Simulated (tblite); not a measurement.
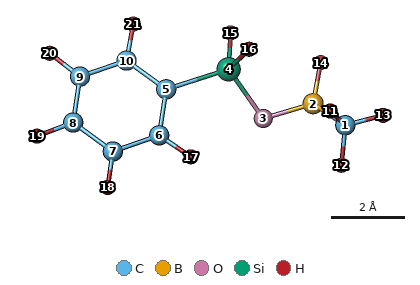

*The structure as given in the input (ball-and-stick view, seen at a tilt; atoms are numbered from 1 in the order of the input).*

# Geometry relaxation, with input and output: C₇H₁₁BOSi (part 1 of 2)

The run: geometry relaxation of C₇H₁₁BOSi. Method and program: GFN2-xTB geometry optimisation, gas phase (tblite 0.8.0).

It belongs to a series of runs on one base structure; here: BH inserted into a C-O bond.

### The program's output
```
step      E/eV     max force
  0    -752.54080    2.941
  1    -752.85693    1.901
  2    -753.06205    1.612
  3    -753.12714    0.970
  4    -753.19405    0.627
  5    -753.22000    0.509
  6    -753.26646    0.590
  7    -753.29782    0.565
  8    -753.33729    0.536
  9    -753.37332    0.596
 10    -753.41473    0.551
 11    -753.45286    0.426
 12    -753.48832    0.473
 13    -753.52950    0.552
 14    -753.57549    0.456
 15    -753.60494    0.323
 16    -753.61962    0.288
 17    -753.63099    0.296
 18    -753.64039    0.256
 19    -753.65042    0.194
 20    -753.66039    0.251
 21    -753.66599    0.203
 22    -753.67201    0.164
 23    -753.67662    0.147
 24    -753.68168    0.266
 25    -753.68749    0.322
 26    -753.69309    0.256
 27    -753.69684    0.143
 28    -753.69923    0.137
 29    -753.70148    0.141
 30    -753.70422    0.164
 31    -753.70759    0.163
 32    -753.71163    0.191
 33    -753.71700    0.251
 34    -753.72373    0.282
 35    -753.73285    0.281
 36    -753.74355    0.296
 37    -753.75661    0.355
 38    -753.76760    0.480
 39    -753.78009    0.387
 40    -753.78820    0.241
 41    -753.79480    0.202
 42    -753.79848    0.153
 43    -753.80183    0.108
 44    -753.80356    0.089
 45    -753.80492    0.101
 46    -753.80625    0.123
 47    -753.80762    0.129
 48    -753.80885    0.099
 49    -753.80984    0.081
 50    -753.81074    0.083
 51    -753.81178    0.085
 52    -753.81316    0.087
 53    -753.81436    0.082
 54    -753.81541    0.088
 55    -753.81660    0.094
 56    -753.81827    0.112
 57    -753.82019    0.097
 58    -753.82177    0.081
 59    -753.82278    0.075
 60    -753.82344    0.110
 61    -753.82420    0.063
 62    -753.82495    0.061
 63    -753.82593    0.048
 64    -753.82636    0.053
 65    -753.82711    0.052
 66    -753.82764    0.072
 67    -753.82818    0.068
 68    -753.82864    0.049
 69    -753.82910    0.055
 70    -753.82963    0.049
 71    -753.83030    0.076
 72    -753.83105    0.072
 73    -753.83170    0.054
 74    -753.83212    0.045
 75    -753.83245    0.044
 76    -753.83283    0.044
 77    -753.83333    0.050
 78    -753.83401    0.061
 79    -753.83478    0.058
 80    -753.83549    0.052
 81    -753.83604    0.053
 82    -753.83644    0.053
 83    -753.83684    0.049
 84    -753.83730    0.062
 85    -753.83775    0.058
 86    -753.83812    0.044
 87    -753.83843    0.042
 88    -753.83879    0.046
 89    -753.83926    0.057
 90    -753.83975    0.045
 91    -753.84015    0.042
 92    -753.84048    0.037
 93    -753.84084    0.055
 94    -753.84130    0.063
 95    -753.84173    0.054
 96    -753.84201    0.037
 97    -753.84221    0.030
 98    -753.84236    0.031
 99    -753.84252    0.028
100    -753.84272    0.031
101    -753.84298    0.035
102    -753.84330    0.044
103    -753.84370    0.050
104    -753.84410    0.042
105    -753.84446    0.040
106    -753.84474    0.039
107    -753.84502    0.033
108    -753.84534    0.043
109    -753.84570    0.046
110    -753.84604    0.040
111    -753.84628    0.028
112    -753.84637    0.027
113    -753.84647    0.033
114    -753.84658    0.021
115    -753.84668    0.017
116    -753.84675    0.016
117    -753.84680    0.014
118    -753.84684    0.011
119    -753.84688    0.011
120    -753.84692    0.017
121    -753.84698    0.021
122    -753.84704    0.020
123    -753.84709    0.014
124    -753.84713    0.014
125    -753.84718    0.021
126    -753.84726    0.023
127    -753.84737    0.021
128    -753.84752    0.030
129    -753.84772    0.039
130    -753.84803    0.065
131    -753.84840    0.076
132    -753.84828    0.088
133    -753.84902    0.079
134    -753.84922    0.036
135    -753.84969    0.037
136    -753.85003    0.051
137    -753.85038    0.041
138    -753.85108    0.055
139    -753.85138    0.052
140    -753.85146    0.057
141    -753.85177    0.056
142    -753.85196    0.047
143    -753.85214    0.030
144    -753.85243    0.031
145    -753.85255    0.028
146    -753.85272    0.026
147    -753.85284    0.030
148    -753.85298    0.024
149    -753.85310    0.030
150    -753.85322    0.026
151    -753.85335    0.025
152    -753.85347    0.021
153    -753.85357    0.018
154    -753.85366    0.021
155    -753.85373    0.015
156    -753.85379    0.016
157    -753.85385    0.020
158    -753.85392    0.018
159    -753.85401    0.024
160    -753.85411    0.018
161    -753.85418    0.022
162    -753.85429    0.028
163    -753.85444    0.035
164    -753.85468    0.052
165    -753.85495    0.050
166    -753.85521    0.030
167    -753.85543    0.031
168    -753.85564    0.037
169    -753.85592    0.049
170    -753.85633    0.045
171    -753.85662    0.043
172    -753.85693    0.050
173    -753.85732    0.048
174    -753.85771    0.051
175    -753.85824    0.067
176    -753.85875    0.052
177    -753.85940    0.052
178    -753.85974    0.050
179    -753.85970    0.079
180    -753.86028    0.036
181    -753.86050    0.023
182    -753.86077    0.017
183    -753.86101    0.020
184    -753.86108    0.022
185    -753.86116    0.020
186    -753.86123    0.021
187    -753.86131    0.028
188    -753.86139    0.026
189    -753.86150    0.022
190    -753.86166    0.017
191    -753.86179    0.025
192    -753.86193    0.024
193    -753.86208    0.032
194    -753.86173    0.068
195    -753.86227    0.038
196    -753.86237    0.028
197    -753.86260    0.026
198    -753.86271    0.023
199    -753.86290    0.030
200    -753.86324    0.042
201    -753.86383    0.059
202    -753.86454    0.065
203    -753.86550    0.058
204    -753.86538    0.142
205    -753.86606    0.094
206    -753.86655    0.035
207    -753.86685    0.036
208    -753.86720    0.047
209    -753.86749    0.038
210    -753.86789    0.037
211    -753.86807    0.036
212    -753.86838    0.035
213    -753.86859    0.033
214    -753.86880    0.041
215    -753.86910    0.036
216    -753.86942    0.030
217    -753.86970    0.031
218    -753.86989    0.037
219    -753.87006    0.033
220    -753.87018    0.024
221    -753.87028    0.017
222    -753.87034    0.012
223    -753.87037    0.011
224    -753.87039    0.013
225    -753.87041    0.012
226    -753.87042    0.009
```

### Trajectory as extended XYZ (Å, eV, eV/Å), 11 of the 227 frames kept, from step=0 to step=226
```
21
Properties=species:S:1:pos:R:3:forces:R:3 step=0 energy=-752.54080
C     3.9965   -0.6040    0.0796   -0.3700   0.4120  -1.6070
B     3.1058    0.6810   -0.3301   -2.0580  -1.4530   1.5170
O     1.7453    0.3660   -0.7008    0.9230   1.5710   2.2050
Si    0.6980    0.9038    0.5755    1.5140   0.0470  -0.9810
C    -1.0095    0.2889    0.2517   -0.1850   0.0410  -0.2790
C    -1.1479   -0.9338   -0.3820   -0.1920  -0.0590   0.0470
C    -2.4136   -1.4107   -0.6513   -0.2210  -0.5020  -0.1740
C    -3.5483   -0.6892   -0.2995   -0.0830  -0.2030  -0.1180
C    -3.4144    0.5391    0.3274    0.0360  -0.0390   0.0270
C    -2.1442    1.0116    0.5937    0.2510   0.8180   0.4230
H     3.5304   -1.0513    0.9759    0.3510   0.1030  -0.7070
H     3.9535   -1.2815   -0.8101    0.2050   0.0200   1.1440
H     5.0299   -0.3335    0.2804   -0.0840  -0.2480   0.0780
H     3.2583    1.6356    0.3602    0.2440   0.2560  -0.9180
H     0.7283    2.3826    0.6148    0.0080  -0.2700   0.0130
H     1.2011    0.3420    1.8604   -0.1260   0.1310  -0.2610
H    -0.2421   -1.4727   -0.6347   -0.3070  -0.0890  -0.1010
H    -2.5138   -2.3781   -1.1360   -0.1080   0.1390   0.0340
H    -4.5373   -1.0928   -0.5205    0.3070   0.1330   0.0600
H    -4.2835    1.1224    0.6096    0.0820  -0.1080  -0.0610
H    -2.0017    1.9915    1.0898   -0.1880  -0.6990  -0.3400
21
Properties=species:S:1:pos:R:3:forces:R:3 step=23 energy=-753.67662
C     4.1044   -0.6718    0.0199    0.0220  -0.0640  -0.0260
B     3.2468    0.6542   -0.1205   -0.0320  -0.1310  -0.0150
O     1.9309    0.5950    0.0317   -0.0250  -0.0050   0.0900
Si    0.5870    1.0379    0.7984   -0.0130   0.0910   0.0120
C    -1.0291    0.2978    0.1593   -0.0450   0.0090   0.0730
C    -1.2048   -0.9350   -0.4629    0.0400  -0.0230  -0.0110
C    -2.4693   -1.4519   -0.6996   -0.0100   0.0980   0.0280
C    -3.5897   -0.7321   -0.3170   -0.0040  -0.0380  -0.0470
C    -3.4415    0.5044    0.2922   -0.0190  -0.0360  -0.0170
C    -2.1752    1.0036    0.5269   -0.0230  -0.0250   0.0010
H     3.7902   -1.2650    0.8749   -0.0430  -0.0070   0.0280
H     3.9593   -1.3018   -0.8546   -0.0250  -0.0420  -0.0680
H     5.1709   -0.4958    0.1074    0.0440   0.0620   0.0100
H     3.7659    1.6873   -0.3615   -0.0790   0.0450  -0.0370
H     0.4629    2.4983    0.7842    0.0020   0.1110  -0.0960
H     0.7648    0.6253    2.1948    0.0380  -0.1030   0.0760
H    -0.3429   -1.5102   -0.7671    0.0920   0.0110   0.0200
H    -2.5856   -2.4218   -1.1705    0.0440   0.1290   0.0350
H    -4.5749   -1.1373   -0.4973   -0.0210   0.0160   0.0160
H    -4.3101    1.0749    0.5985    0.0490  -0.0770  -0.0600
H    -2.0689    1.9611    1.0170    0.0080  -0.0210  -0.0110
21
Properties=species:S:1:pos:R:3:forces:R:3 step=45 energy=-753.80492
C     4.0229   -0.7948   -0.0849   -0.0010  -0.0390  -0.0070
B     2.9918    0.4051   -0.1778   -0.0130   0.0070   0.0060
O     1.8223    0.3663    0.4433    0.0360   0.0620   0.0130
Si    0.5551    1.1825    1.0354    0.0460   0.0240   0.0560
C    -1.0369    0.4215    0.3739    0.0260   0.0090   0.0110
C    -1.0496   -0.7837   -0.3202   -0.0090  -0.0180  -0.0010
C    -2.2389   -1.3594   -0.7287   -0.0100  -0.0310  -0.0140
C    -3.4451   -0.7475   -0.4358    0.0050  -0.0050  -0.0120
C    -3.4510    0.4608    0.2406   -0.0030   0.0060  -0.0020
C    -2.2583    1.0382    0.6332    0.0050  -0.0040   0.0140
H     3.8419   -1.4810    0.7364   -0.0800   0.0170   0.0590
H     3.9974   -1.3847   -0.9990   -0.0010   0.0100  -0.0630
H     5.0377   -0.4168    0.0069    0.0370  -0.0160   0.0010
H     3.2792    1.3631   -0.8133   -0.0400  -0.0170   0.0020
H     0.6268    2.6055    0.6775   -0.0300   0.0040   0.0190
H     0.6697    0.9834    2.4883    0.0120   0.0360  -0.0590
H    -0.1109   -1.2740   -0.5336    0.0080  -0.0190  -0.0320
H    -2.2285   -2.2903   -1.2748    0.0090  -0.0670  -0.0070
H    -4.3754   -1.2119   -0.7306    0.0100   0.0270  -0.0250
H    -4.3877    0.9506    0.4623   -0.0230   0.0130   0.0080
H    -2.2711    1.9840    1.1550    0.0160   0.0000   0.0320
21
Properties=species:S:1:pos:R:3:forces:R:3 step=68 energy=-753.82864
C     3.9110   -0.8404   -0.1112   -0.0100  -0.0140  -0.0090
B     2.9127    0.3850   -0.2272   -0.0010  -0.0150   0.0050
O     1.8496    0.4716    0.5533    0.0090   0.0000   0.0010
Si    0.5559    1.2610    1.1113    0.0090   0.0240  -0.0290
C    -0.9937    0.4077    0.4570   -0.0100   0.0200  -0.0150
C    -0.9700   -0.7752   -0.2766    0.0080  -0.0040   0.0190
C    -2.1388   -1.3533   -0.7424    0.0100   0.0220   0.0000
C    -3.3562   -0.7423   -0.4956   -0.0100  -0.0190   0.0080
C    -3.3998    0.4368    0.2295   -0.0170  -0.0040  -0.0080
C    -2.2304    0.9978    0.7043   -0.0250  -0.0080   0.0150
H     3.6567   -1.5342    0.6859    0.0090   0.0240   0.0010
H     3.9294   -1.3985   -1.0459    0.0180  -0.0100  -0.0010
H     4.9283   -0.4871    0.0517   -0.0310  -0.0360   0.0100
H     3.1161    1.2349   -1.0240    0.0150   0.0210  -0.0080
H     0.5514    2.6613    0.6629   -0.0060   0.0070   0.0290
H     0.6816    1.1662    2.5688    0.0190  -0.0080  -0.0120
H    -0.0187   -1.2454   -0.4816    0.0120  -0.0170  -0.0050
H    -2.1023   -2.2782   -1.3015    0.0130   0.0240   0.0010
H    -4.2735   -1.1794   -0.8616    0.0060  -0.0370  -0.0250
H    -4.3490    0.9170    0.4179   -0.0120   0.0070   0.0250
H    -2.2691    1.9115    1.2791   -0.0050   0.0240  -0.0010
21
Properties=species:S:1:pos:R:3:forces:R:3 step=90 energy=-753.83975
C     3.8079   -0.8867   -0.1067   -0.0040  -0.0070  -0.0030
B     2.9160    0.4117   -0.2968    0.0190   0.0090  -0.0010
O     1.8423    0.5996    0.4446   -0.0090   0.0110  -0.0170
Si    0.5639    1.3243    1.1053   -0.0180  -0.0380   0.0170
C    -0.9863    0.4457    0.4762    0.0070   0.0210  -0.0110
C    -0.9241   -0.7340   -0.2612    0.0050   0.0120   0.0140
C    -2.0713   -1.3366   -0.7466    0.0120   0.0060  -0.0020
C    -3.3099   -0.7707   -0.4966    0.0090   0.0000  -0.0030
C    -3.3951    0.3916    0.2532    0.0140  -0.0020  -0.0170
C    -2.2434    0.9918    0.7292    0.0100  -0.0190   0.0120
H     3.4387   -1.5490    0.6715   -0.0070  -0.0010   0.0020
H     3.8638   -1.4536   -1.0339    0.0120  -0.0110  -0.0040
H     4.8307   -0.6105    0.1443   -0.0110  -0.0100  -0.0080
H     3.2194    1.2231   -1.1050   -0.0200  -0.0040   0.0210
H     0.4960    2.7446    0.7399    0.0080   0.0270  -0.0020
H     0.7792    1.1514    2.5460   -0.0290   0.0140   0.0010
H     0.0402   -1.1822   -0.4590   -0.0080   0.0240  -0.0140
H    -1.9953   -2.2463   -1.3255   -0.0250  -0.0020   0.0010
H    -4.2073   -1.2286   -0.8880    0.0130  -0.0180   0.0230
H    -4.3637    0.8279    0.4556    0.0370   0.0180   0.0090
H    -2.3108    1.9034    1.3079   -0.0150  -0.0270  -0.0180
```
